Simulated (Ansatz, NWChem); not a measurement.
A ladder of methods for CH6Ge (SMILES [CH3][GeH3])

CH6Ge has 8 atoms, charge 0, and is taken as a singlet. SMILES: `[CH3][GeH3]`. The coordinates come from a PBE0-D4/def2-TZVP relaxation.

Quantity: the vertical energy of the triplet above the singlet, in eV. The values are calculated.

```csv
level,kind,program,value (eV),CPU time (all runs)
BLYP/def2-SVPD,GGA,Ansatz,7.46,1.8 min
M06-2X/def2-SVPD,hybrid meta-GGA,NWChem,7.96,67 s
BHLYP/def2-SVPD,global hybrid,NWChem,7.94,64 s
wB97X/def2-SVPD,range-separated hybrid,NWChem,8.26,2.8 min
B2PLYP/def2-SVPD,double hybrid,Ansatz,7.89,57 s
RPA@PBE/def2-SVPD,RPA,Ansatz,7.56,2.5 min
RPA@PBE0/def2-SVPD,RPA,Ansatz,7.85,1.8 min
CCSD/def2-SVPD,coupled cluster or CI,Ansatz,7.99,3.4 min
```

All-electron rows without a relativistic Hamiltonian named are non-relativistic. The values span 7.46 to 8.26 eV. In the correlated wave-function rows the outer d shell of Ge is correlated, in sets not made for it. Times are those of the runs behind each value, whatever else they computed, on shared processors of several kinds: orders of magnitude only.

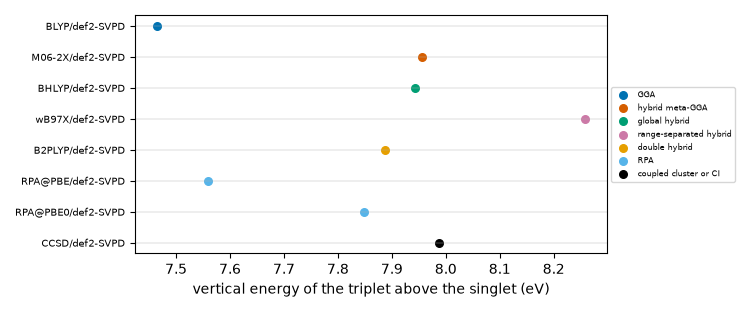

The values of the table, level by level.
